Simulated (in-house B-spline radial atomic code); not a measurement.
Ag⁺: RPA and GW calculation

System: Ag⁺, configuration [Kr] 4d10, inside a hard wall of radius 6 bohr.
Method: RPA, second-order and SOSEX correlation energies and G0W0 (contour deformation) on a scalar-relativistic (spin-free one-electron X2C) mean field, all electrons, B-spline basis (in-house B-spline radial atomic code).

**Input file**
```
Z = 47
electrons = 46.0
configuration = [Kr] 4d10
hamiltonian = x2c
method = pbe,pbe
lmax = 9
wall_radius = 6
rms_radius = 4.5454
spin_polarised = False
box_radius = 6
intervals = 65
```

Launched within a batch (the task file carries these settings):
```bash
python <driver script> task.json out
```

The program writes its results to a structured record and prints no log; tables and figures of this report are taken from that record.

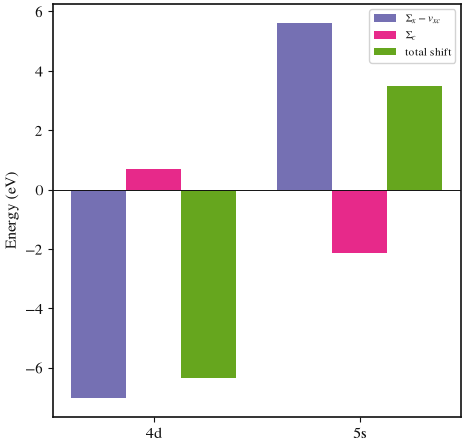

*Parts of the G₀W₀ correction to each level for Ag⁺ ([Kr] 4d¹⁰). All-electron spherical atom, scalar X2C, PBE start, no spin-orbit coupling, Breit or QED terms; computed with a B-spline radial code, inside a hard wall of radius 6 bohr. The quasi-particle equation is solved at full frequency; levels of low quasi-particle weight Z are left out. Σ columns are in eV, and Σc holds an estimate for the angular momenta beyond the basis.*

G₀W₀ moves the highest occupied level, 4d, from −15.55 to −21.90 eV (renormalisation factor Z = 0.74). The empty level 5s goes from −10.99 to −7.51 eV.

| Level | Mean field (eV) | Σx − vxc (eV) | Σc (eV) | Z | G₀W₀ (eV) |
| --- | --- | --- | --- | --- | --- |
| 4d | −15.55 | −7.03 | 0.68 | 0.74 | −21.90 |
| 5s | −10.99 | 5.62 | −2.14 | 0.94 | −7.51 |

**Results in brief**

| quantity | value |
| --- | --- |
| outcome | converged |
| mean-field total energy | −5314.77654 hartree |
| total energy with exact exchange alone | −5312.61035 hartree |
| exact exchange energy | −147.92676 hartree |
| RPA correlation, extrapolated in the angular momentum of the empty orbitals | −3.61184 hartree |
| RPA correlation, as summed | −3.55613 hartree |
| direct second-order term | −4.18233 hartree |
| second-order exchange term | 1.15625 hartree |
| SOSEX term | 1.06456 hartree |
| hardware | 1 CPU thread, shared host |
| wall time | 3.9 s |

**Notes**

Limits: spin-orbit coupling, Breit and QED terms are absent.
